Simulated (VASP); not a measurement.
Band structure of PbTe (relaxed from the zinc blende structure, space group F-43m). Method: PBEsol GGA, VASP's PBE PAW potentials (set 64) (plane waves; VASP).

Unless said otherwise, spin-orbit coupling is left out, though it shifts the bands of the heavy elements here.

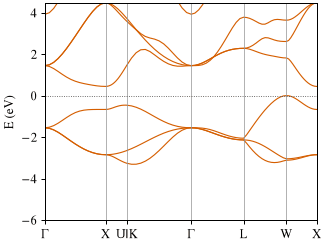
Fig. 1. Bands along high-symmetry lines, zero at the valence-band maximum or, without a gap, the Fermi level

Task: Read the plot: is there a gap, and where are the band edges?

Result: The gap is indirect, 0.44 eV, from the valence maximum at W to the conduction minimum at X. (Edges off the drawn lines would not show.)

The structure was generated: PbTe was put into the zinc blende type (F-43m), which need not be its known phase. It was relaxed first, which changed the volume by +33 %.
